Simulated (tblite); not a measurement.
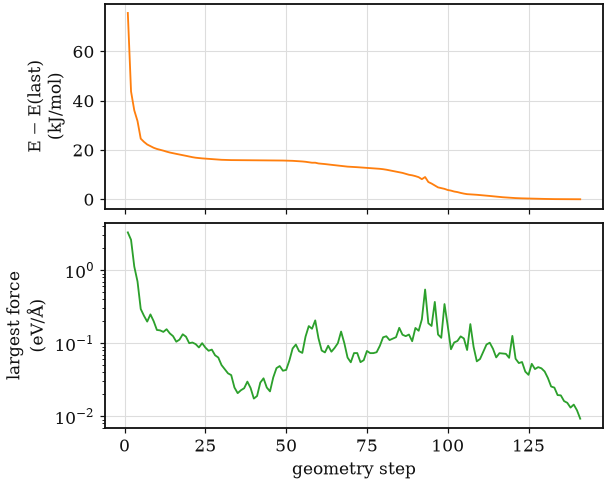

History of a geometry optimisation.

- system: C6H13OPSi (SMILES C=C[Si@H]1CC[P@H](=O)CC1)
- method: tblite 0.8.0, GFN2-xTB geometry optimisation, gas phase

How did the optimisation end?

The optimisation met its thresholds at geometry 141, counting the start as the first. The energy fell by about 76 kJ/mol from the first step to the last, with a rise at step 93. The largest force goes from about 3.3 eV/Å at the start to 9 × 10⁻³ eV/Å at the end.
